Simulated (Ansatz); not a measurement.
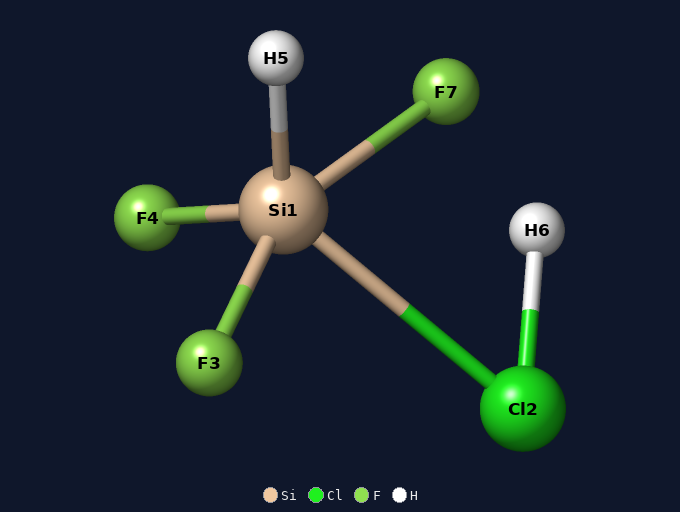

Sticks follow a distance rule. Harmonic vibrations computed with RKS PBE0-D4/def2-TZVP (Ansatz 0.2.0) at a stationary point of the same level.

Minimum or transition state?

Answer. A first-order saddle point: one imaginary frequency, 649i cm⁻¹.

How many vibrational modes are there, and where do they lie?

Answer. 15 modes: 649i, 43, 254, 273, 348, 447, 504, 667, 720, 766, 924, 972, 1050, 1611, 2327 cm⁻¹.
